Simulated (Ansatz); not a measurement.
## Electronic structure of AsGaH6O in real space

The calculation's input:

```
crystal:
  periodic: [false, false, false]
  atoms:
    - {symbol: Ga, position_ang: [-0.314569, 1.076586, -0.733614]}
    - {symbol: O, position_ang: [1.368758, 0.140947, -0.732272]}
    - {symbol: H, position_ang: [-1.244633, 0.611031, -1.896230]}
    - {symbol: H, position_ang: [-0.189809, 2.438498, 0.003638]}
    - {symbol: H, position_ang: [0.576910, -0.454504, 0.227385]}
    - {symbol: As, position_ang: [-0.883466, -0.615545, 1.242056]}
    - {symbol: H, position_ang: [1.487072, -0.463394, -1.471861]}
    - {symbol: H, position_ang: [0.045558, -0.640277, 2.431958]}
    - {symbol: H, position_ang: [-0.845821, -2.093341, 0.929041]}
basis:
  gaussian: {orbitals: def2-TZVPP}
hamiltonian: {xc: pbe0, dispersion: d4}
output: {orbitals: {seedname: orbitals}}
```

Command:

```sh
ansatz run in.yaml --threads 4 --pin off --events-out ev --progress --plain --max-ram 9574MiB
```

A transition-state structure; geometry: PBE0-D4/def2-TZVP.

These are results of RKS PBE0-D4/def2-TZVPP (Ansatz 0.2.0), not measurements.

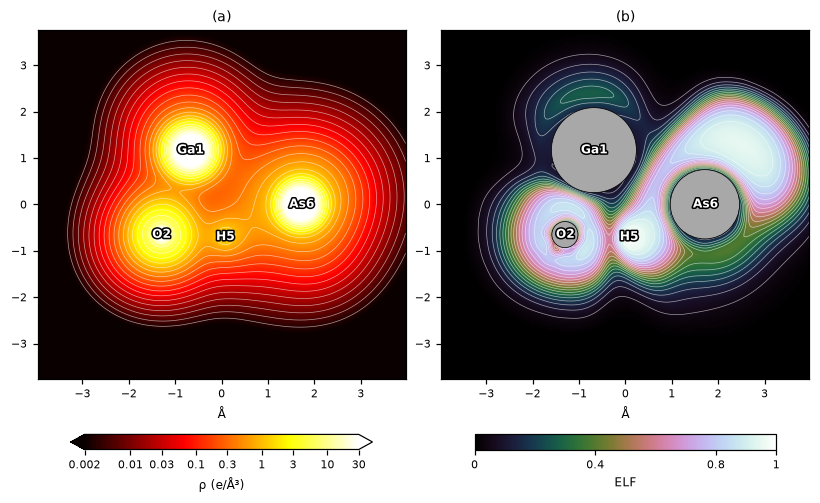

Figure 1. (a) electron density; (b) ELF on the plane of atoms Ga1, As6 and H5. Grey discs cover the atomic cores in the ELF map.

What do the fields say about this system?

- Atoms in the plane: Ga, O, H and As.
- Ga–O (1.93 Å): ρ is about 0.67 e/Å³ halfway; the ELF peaks at about 0.85 in the valence shell of O, 0.6 Å from its nucleus, and is about 0.25 at the midpoint.
- Ga–As (2.66 Å): the density is about 0.34 e/Å³ at the midpoint, with its minimum of 0.3 e/Å³ about 1.1 Å from Ga; the ELF peaks at about 0.80 in the valence shell of As, 1.1 Å from its nucleus, and is about 0.65 at the midpoint.
- The ELF also peaks beside O2, away from the bonds: lone-pair regions.

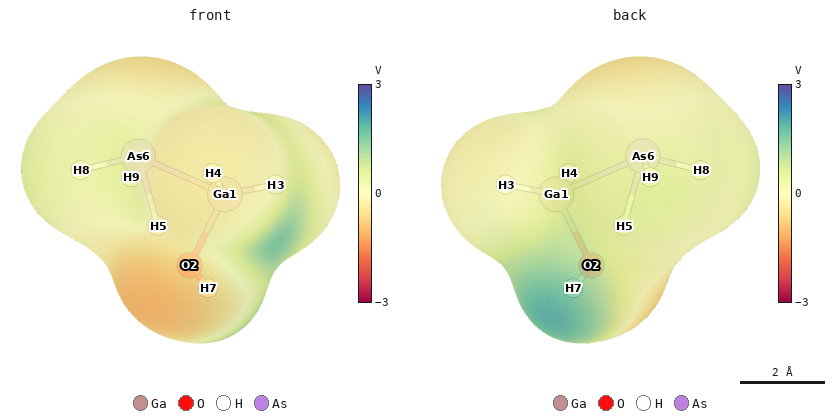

Figure 2. The molecular electrostatic potential painted on the density surface at 0.001 e/bohr³, seen from the front and from behind; red is negative and blue positive.

Describe the electrostatic potential map.

The most negative region (about −1.1 V) lies over O2, the most positive (about +2.0 V) over H7. O2 is the likeliest acceptor of a hydrogen bond.

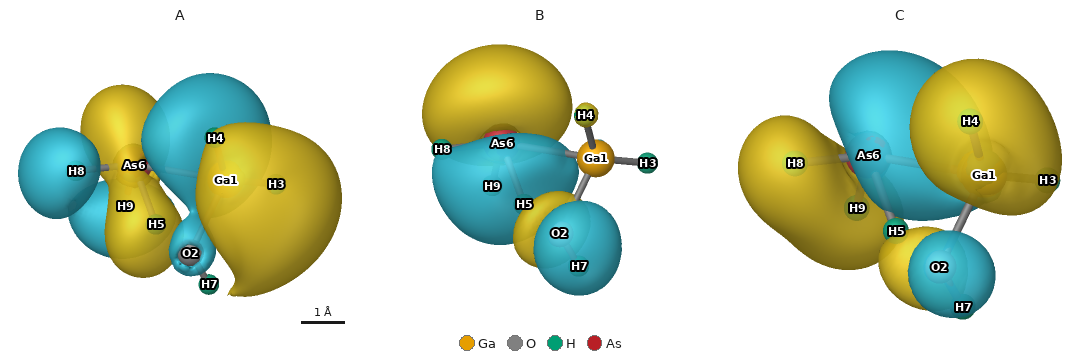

Figure 3. Three frontier orbitals at ±0.06 Å⁻³ᐟ² (yellow and cyan are the two phases), in no order.

Order the three orbitals by energy and name them.

C is the HOMO−1 (−8.53 eV). Its weight (Hirshfeld) is mainly on As6 (about 45 %), Ga1 (about 15 %), H4 (about 10 %), H9 (about 10 %), O2 (about 10 %) and H8 (about 5 %). B is the HOMO (−6.83 eV). By Hirshfeld shares it lies mainly on As6 (about 55 %), O2 (about 25 %) and H5 (about 10 %). A is the LUMO (−0.91 eV). It lies mainly on Ga1 (about 45 %), As6 (about 20 %) and H8 (about 5 %).

What is the HOMO–LUMO gap?

5.92 eV between the orbital energies.
